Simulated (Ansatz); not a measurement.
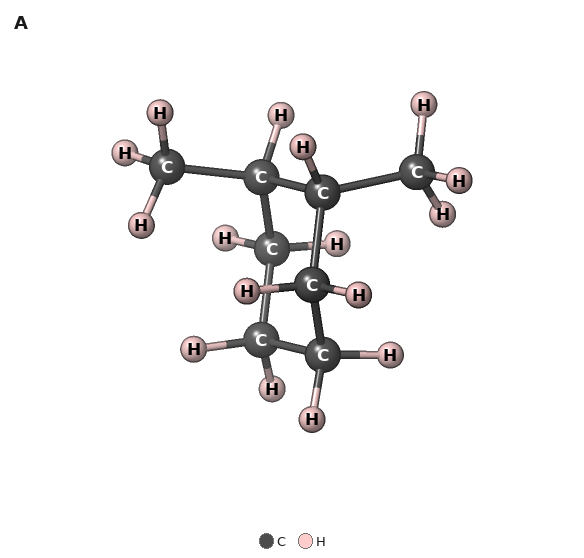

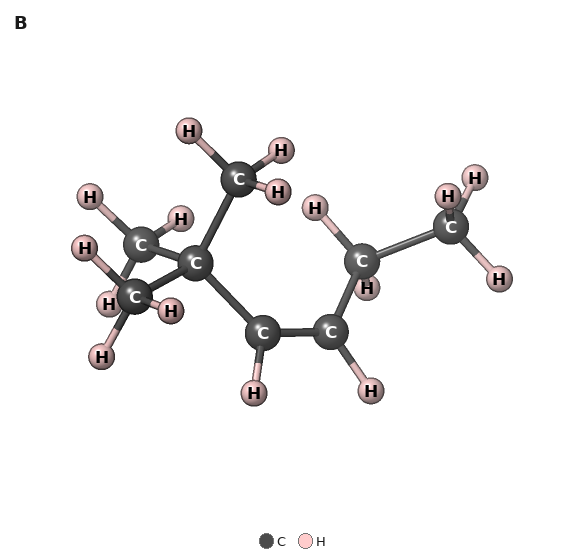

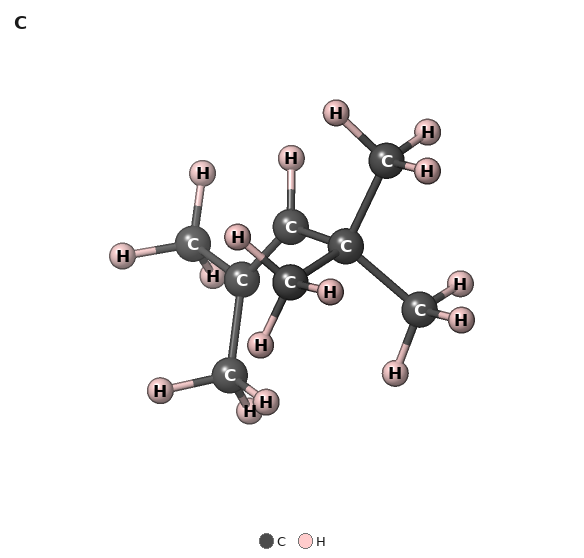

3 stationary structures of one formula. Geometries: PBE-D4/def2-SVP. Electronic energies: PBE-D4/def2-SVP (Ansatz 0.2.0), without zero-point energy. No frequency run is at hand to confirm each as a minimum. Each is one conformer, not always the lowest.

Are they conformers, stereoisomers or constitutional isomers?

They are constitutional isomers of C8H16: A `C[C@@H]1CCCC[C@H]1C`, B `CC/C=C\C(C)(C)C`, C `CC(C)=CC(C)(C)C`.

Which is lowest in energy, and by how much?

A is lowest; C lies 20.9 kcal/mol above it, B lies 24.1 kcal/mol above it.
